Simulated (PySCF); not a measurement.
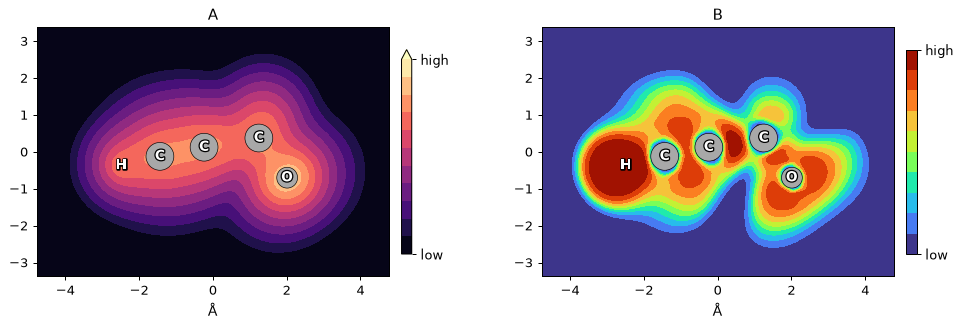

C₃H₃O (SMILES C#CC[O-]) (charge −1): 2 fields on the plane of atoms C2, C3 and O4, with unlabelled colour scales. Grey discs cover the atomic cores.

Geometry: PBE0-D3(BJ)/ma-def2-SVP.

Computed with PySCF, DFT single point, gas phase, functional wB97X.

### The panels show electron density and electron localisation function in some order. Assign them.

Panel A: electron density. Panel B: electron localisation function. From the grid: C–C (1.22 Å): the density is about 2.7 e/Å³ at the midpoint; the ELF peaks at about 0.85 between the atoms: a short, multiple covalent bond. C–O (1.32 Å): ρ is about 2.6 e/Å³ halfway; the ELF peaks at about 0.85 between the atoms: a polar covalent bond.
